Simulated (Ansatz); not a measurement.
CH$_{7}$GeN: geometry relaxation (part 2 of 2)

CH$_{7}$GeN; RKS PBE0-D4/def2-TZVP (Ansatz 0.2.0). The geometry is a transition state displaced along its imaginary mode. The reaction was set up to form N2–H4 and to break Ge1–N2 and C3–H4 (atoms counted from 1 in the order of the input); sticks are drawn by distance alone.

Geometry of the input (Å):
```
Ge -0.7743  0.1225  0.6492
N  1.3079  -0.1292  0.2735
C  -0.9520  0.0378  -1.1720
H  1.0063  -0.1489  -0.6103
H  -0.6629  1.4270  1.4813
H  -0.9409  -1.0743  1.6217
H  1.7534  -1.0021  0.5411
H  1.9337  0.6529  0.4420
H  -1.4402  -0.8480  -1.5617
H  -1.2310  0.9621  -1.6649
```

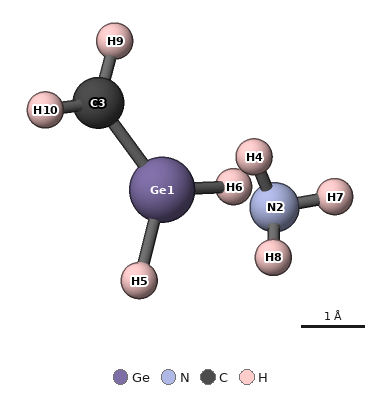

Figure 1. The geometry at step 6 of the log (ball-and-stick view, seen at a tilt; atoms are numbered from 1 in the order of the input).

**Output, continued**
```
relax step  11: F+E_penalty+E_count = -59148.62582013 eV  Δ(F+E_penalty+E_count) = -3.759e-5 eV  max|allowed force component| = 2.001e-3 eV/Å  Δτ_max = 0.0031 Å  (31 SCF iters, accepted)
1044 factors; their error is unknown
mean field evaluation 96: about -59148.2254 eV, gradient 3.1e-1 eV
mean field -59148.49341413 eV, -2173.6670406803 hartree, gradient 4.1e-5 eV, S^2 0.000000; 1 other end points of the search recorded, 0 dependent functions left out
the calculation of the forces begins
reference -59148.49344480 eV, -2173.6670418076 hartree; 26, 26 occupied and 126, 126 virtual orbitals, 1044 factors
Total energy: -59148.62585080 eV, -2173.6719076384 hartree
Atom 0 at    -0.864528     0.124127     0.494916 Å, force    -0.000565    -0.000522    -0.000191 eV/Å
Atom 1 at     1.592191    -0.154280     0.400966 Å, force    -0.000754     0.000971    -0.002001 eV/Å
Atom 2 at    -1.545790     0.106797    -1.148147 Å, force    -0.000007    -0.000248    -0.000021 eV/Å
Atom 3 at     1.704399    -0.227322    -0.604196 Å, force    -0.000040     0.000135     0.000758 eV/Å
Atom 4 at    -0.631410     1.430831     1.260758 Å, force     0.001924     0.000110     0.000248 eV/Å
Atom 5 at    -0.912094    -1.108484     1.404174 Å, force    -0.000953    -0.000078     0.000386 eV/Å
Atom 6 at     1.960469    -0.997951     0.825803 Å, force    -0.000214    -0.000145     0.000662 eV/Å
Atom 7 at     2.140005     0.634021     0.727114 Å, force     0.000231    -0.000041     0.000275 eV/Å
Atom 8 at    -1.824074    -0.821914    -1.628474 Å, force     0.001122    -0.000072    -0.000591 eV/Å
Atom 9 at    -1.619169     1.014176    -1.732914 Å, force    -0.000744    -0.000109     0.000475 eV/Å
Dipole moment:     0.929025    -0.087573     0.275601 e Å
```

**Trajectory as extended XYZ (Å, eV, eV/Å), 11 frames, from step=1 to step=11**
```
10
Properties=species:S:1:pos:R:3:forces:R:3 step=1 energy=-59148.08357
Ge   -0.7743    0.1225    0.6492   -0.2612   0.0305   0.0831
N     1.3079   -0.1292    0.2735    2.2260   0.0741   5.3752
C    -0.9520    0.0378   -1.1720   -0.6099   0.0750   0.0316
H     1.0063   -0.1489   -0.6103   -1.1939  -0.1745  -5.0851
H    -0.6629    1.4270    1.4813    0.0097  -0.0886  -0.1368
H    -0.9409   -1.0743    1.6217    0.0249   0.0691  -0.1443
H     1.7534   -1.0021    0.5411    0.0494   0.0737   0.0297
H     1.9337    0.6529    0.4420    0.0360  -0.0762   0.0401
H    -1.4402   -0.8480   -1.5617   -0.1445  -0.0282  -0.0945
H    -1.2310    0.9621   -1.6649   -0.1366   0.0450  -0.0991
10
Properties=species:S:1:pos:R:3:forces:R:3 step=2 energy=-59148.47198
Ge   -0.7382    0.1144    0.5805   -0.5996   0.0405  -0.4602
N     1.4115   -0.1359    0.3567    0.0985   0.0276   0.6720
C    -1.1158    0.0535   -1.2232    0.0553   0.0434   0.7567
H     1.1890   -0.1706   -0.6311    0.3025  -0.0741  -0.6701
H    -0.6362    1.4193    1.4008    0.0682  -0.0172  -0.0862
H    -0.9153   -1.0817    1.5416    0.0699  -0.0079  -0.0858
H     1.8378   -1.0002    0.6793   -0.0506   0.0490  -0.0908
H     2.0179    0.6483    0.5803   -0.0600  -0.0463  -0.0833
H    -1.6292   -0.8302   -1.5905    0.0574  -0.0161   0.0242
H    -1.4215    0.9830   -1.6944    0.0582   0.0012   0.0234
10
Properties=species:S:1:pos:R:3:forces:R:3 step=3 energy=-59148.52667
Ge   -0.8310    0.1254    0.5826    0.3134  -0.0597  -0.3988
N     1.4064   -0.1367    0.3436    0.1427  -0.0285  -0.2335
C    -1.1921    0.0645   -1.1913   -0.2694   0.0470   0.3211
H     1.3799   -0.1948   -0.6859    0.0043   0.0330   0.5706
H    -0.5757    1.4407    1.3527   -0.1361  -0.0895   0.0116
H    -0.8609   -1.1198    1.4975   -0.1130   0.1183   0.0008
H     1.7989   -0.9892    0.7321    0.0437   0.0254  -0.0798
H     1.9785    0.6507    0.6345    0.0361  -0.0445  -0.0758
H    -1.6548   -0.8361   -1.5808   -0.0042   0.0479  -0.0596
H    -1.4491    0.9955   -1.6851   -0.0174  -0.0492  -0.0566
10
Properties=species:S:1:pos:R:3:forces:R:3 step=4 energy=-59148.57084
Ge   -0.8157    0.1219    0.5495    0.0085  -0.0194  -0.3165
N     1.4634   -0.1417    0.3691    0.0336  -0.0261  -0.3897
C    -1.2702    0.0733   -1.1976   -0.1594   0.0357   0.3852
H     1.4569   -0.2023   -0.6597    0.0543   0.0282   0.5747
H    -0.6016    1.4363    1.3295   -0.0398  -0.0798  -0.0264
H    -0.8852   -1.1121    1.4737   -0.0203   0.0829  -0.0348
H     1.8544   -0.9930    0.7612    0.0058   0.0178  -0.0704
H     2.0344    0.6449    0.6632    0.0003  -0.0278  -0.0678
H    -1.7197   -0.8318   -1.5924    0.0656   0.0571  -0.0293
H    -1.5166    1.0046   -1.6964    0.0512  -0.0685  -0.0251
10
Properties=species:S:1:pos:R:3:forces:R:3 step=5 energy=-59148.60868
Ge   -0.8409    0.1242    0.5410   -0.0115  -0.0089  -0.1697
N     1.5202   -0.1480    0.3726    0.1393  -0.0162  -0.0230
C    -1.4235    0.0939   -1.1385   -0.3051  -0.0062  -0.5102
H     1.5895   -0.2161   -0.6412   -0.0363   0.0136   0.1573
H    -0.6262    1.4325    1.3003    0.0187   0.0763   0.0764
H    -0.9072   -1.1063    1.4442    0.0009  -0.0682   0.0829
H     1.8987   -0.9968    0.7825    0.0083   0.0555  -0.0304
H     2.0789    0.6408    0.6846   -0.0040  -0.0593  -0.0239
H    -1.7464   -0.8309   -1.6206    0.1213   0.2379   0.2089
H    -1.5430    1.0066   -1.7250    0.0684  -0.2246   0.2317
10
Properties=species:S:1:pos:R:3:forces:R:3 step=6 energy=-59148.60714 accepted=F
Ge   -0.9011    0.1262    0.4839    0.1921   0.0154   0.4553
N     1.5968   -0.1486    0.4375    0.0669  -0.0305  -0.1960
C    -1.5473    0.1045   -1.1685    0.0728   0.0095   0.0955
H     1.6059   -0.2121   -0.5772    0.0902  -0.0040   0.0922
H    -0.6204    1.4123    1.2776   -0.1119  -0.0021  -0.1307
H    -0.9052   -1.0937    1.4191   -0.0947   0.0090  -0.1301
H     1.9995   -1.0030    0.8101   -0.0545   0.0536  -0.0099
H     2.1912    0.6284    0.7101   -0.0762  -0.0394  -0.0012
H    -1.8130   -0.8258   -1.6443   -0.0530  -0.0864  -0.0845
H    -1.6064    1.0120   -1.7483   -0.0319   0.0749  -0.0906
10
Properties=species:S:1:pos:R:3:forces:R:3 step=7 energy=-59148.62287
Ge   -0.8636    0.1255    0.5207   -0.0058  -0.0056  -0.1033
N     1.5580   -0.1505    0.3915    0.0499  -0.0104  -0.0253
C    -1.4843    0.0996   -1.1497   -0.0488   0.0025  -0.0240
H     1.6218   -0.2178   -0.6199   -0.0004   0.0031   0.0497
H    -0.6343    1.4291    1.2928   -0.0112   0.0188  -0.0090
H    -0.9161   -1.1025    1.4361   -0.0142  -0.0157  -0.0074
H     1.9413   -0.9993    0.7944   -0.0038   0.0295  -0.0056
H     2.1224    0.6355    0.6969   -0.0095  -0.0260  -0.0011
H    -1.7750   -0.8287   -1.6291    0.0294   0.0658   0.0597
H    -1.5702    1.0092   -1.7338    0.0145  -0.0618   0.0662
10
Properties=species:S:1:pos:R:3:forces:R:3 step=8 energy=-59148.62525
Ge   -0.8675    0.1253    0.5082    0.0196  -0.0019   0.0000
N     1.5768   -0.1527    0.3961    0.0255  -0.0003   0.0413
C    -1.5214    0.1041   -1.1451   -0.0111  -0.0003  -0.0309
H     1.6609   -0.2221   -0.6118    0.0089  -0.0020  -0.0168
H    -0.6364    1.4321    1.2736   -0.0043   0.0078   0.0071
H    -0.9183   -1.1066    1.4174   -0.0053  -0.0063   0.0083
H     1.9555   -0.9981    0.8088   -0.0092  -0.0047  -0.0077
H     2.1357    0.6325    0.7114   -0.0082   0.0056  -0.0082
H    -1.7942   -0.8252   -1.6273   -0.0087  -0.0021   0.0037
H    -1.5912    1.0107   -1.7314   -0.0070   0.0041   0.0033
10
Properties=species:S:1:pos:R:3:forces:R:3 step=9 energy=-59148.62575
Ge   -0.8631    0.1240    0.4982    0.0035   0.0013   0.0070
N     1.5861   -0.1535    0.3998   -0.0058  -0.0011  -0.0260
C    -1.5352    0.1055   -1.1485   -0.0095   0.0004   0.0000
H     1.6918   -0.2254   -0.6065   -0.0020   0.0008   0.0116
H    -0.6303    1.4315    1.2638   -0.0013  -0.0063  -0.0011
H    -0.9121   -1.1090    1.4077   -0.0013   0.0059  -0.0017
H     1.9557   -0.9981    0.8211    0.0070  -0.0044   0.0081
H     2.1356    0.6345    0.7231    0.0080   0.0039   0.0078
H    -1.8169   -0.8230   -1.6270    0.0015   0.0002  -0.0034
H    -1.6117    1.0135   -1.7316    0.0000  -0.0008  -0.0023
10
Properties=species:S:1:pos:R:3:forces:R:3 step=10 energy=-59148.62578
Ge   -0.8654    0.1243    0.4957   -0.0015   0.0003  -0.0145
N     1.5933   -0.1543    0.4005   -0.0051  -0.0007  -0.0137
C    -1.5486    0.1071   -1.1468    0.0027  -0.0022  -0.0147
H     1.7070   -0.2274   -0.6046   -0.0044   0.0011   0.0087
H    -0.6316    1.4312    1.2608    0.0000   0.0003   0.0020
H    -0.9137   -1.1083    1.4048    0.0013  -0.0009   0.0020
H     1.9602   -0.9986    0.8255    0.0039   0.0054   0.0036
H     2.1405    0.6342    0.7270    0.0027  -0.0054   0.0043
H    -1.8220   -0.8224   -1.6296    0.0005   0.0132   0.0109
H    -1.6197    1.0142   -1.7332   -0.0002  -0.0111   0.0114
10
Properties=species:S:1:pos:R:3:forces:R:3 step=11 energy=-59148.62582
Ge   -0.8645    0.1241    0.4949   -0.0006  -0.0005  -0.0002
N     1.5922   -0.1543    0.4010   -0.0008   0.0010  -0.0020
C    -1.5458    0.1068   -1.1481    0.0000  -0.0002   0.0000
H     1.7044   -0.2273   -0.6042    0.0000   0.0001   0.0008
H    -0.6314    1.4308    1.2608    0.0019   0.0001   0.0002
H    -0.9121   -1.1085    1.4042   -0.0010  -0.0001   0.0004
H     1.9605   -0.9980    0.8258   -0.0002  -0.0001   0.0007
H     2.1400    0.6340    0.7271    0.0002   0.0000   0.0003
H    -1.8241   -0.8219   -1.6285    0.0011  -0.0001  -0.0006
H    -1.6192    1.0142   -1.7329   -0.0007  -0.0001   0.0005
```

**Key numbers**

| quantity | value |
| --- | --- |
| outcome | converged |
| total energy | −59148.6259 eV |
| mean-field energy | −59148.4934 eV |
| dispersion energy | −0.1324 eV |
| SCF solution under orbital rotations | stable |
| largest force (length of the vector) at the end | 0.002 eV/Å |
| dipole moment | 4.67 D |
| hardware | 4 threads of Arm Neoverse V2, 23 GiB of memory available, shared host |
| wall time | 19 s (CPU time 67 s) |
| peak memory | 0.33 GiB |
